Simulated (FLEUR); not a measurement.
Band structure of Ta3Ru (Fm-3m, 4 atoms in the cell).

```
Ta3Ru
1.0
    0.00000     3.24822     3.24822
    3.24822     0.00000     3.24822
    3.24822     3.24822     0.00000
Ta Ru
3 1
Direct
  0.25000   0.25000   0.25000
  0.75000   0.75000   0.75000
  0.50000   0.50000   0.50000
  0.00000   0.00000   0.00000
```

Method of the run: PBEsol, all-electron FLAPW (FLEUR), scalar-relativistic valence in FLEUR.

Settings: Kmax = 4.1 1/bohr; GmaxXC = 16.4 1/bohr; xcFunctional = PBEs; jspins = 1; l_soc = F; mode = hist; fermiSmearingEnergy = 0.00183747 Htr; mesh (inpgen div1-3) = 9 9 9; inpgen gamma flag = false; Gmax = 16.4 1/bohr; numbands = 0; maxIterBroyd = 15; imix = Anderson; alpha = 0.05.

The starting cell comes from a database of computed structures (which also holds hypothetical and non-ambient phases and stackings), without a prior relaxation at this level. Its lattice was rescaled by a random factor within 2.5 % of one. Spin-orbit coupling is off. Spin polarisation is off. Values depend on the basis (sphere radii, cutoffs, local orbitals), which need not be converged.

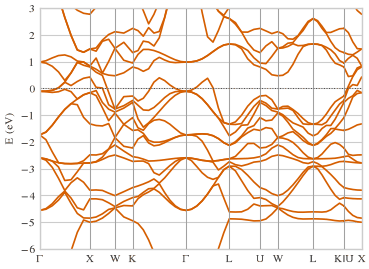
Figure: Bands along the path, energies from the Fermi level.

Levels in eV from the Fermi level, bands 45 to 52:
```
point     45     46     47     48    49    50    51    52
-----  -----  -----  -----  -----  ----  ----  ----  ----
Γ      -1.74  -0.11  -0.11  -0.11  0.98  0.98  4.48  4.48
X      -0.16  -0.16   0.42   0.80  0.83  0.83  1.47  1.47
W      -0.92  -0.89  -0.77  -0.77  0.47  1.49  1.49  2.11
K      -1.10  -0.53  -0.45  -0.29  0.80  0.95  1.33  2.24
L      -2.13  -1.78  -1.34  -1.34  1.66  1.66  2.61  2.61
U      -1.10  -0.53  -0.45  -0.29  0.80  0.95  1.33  2.24
```
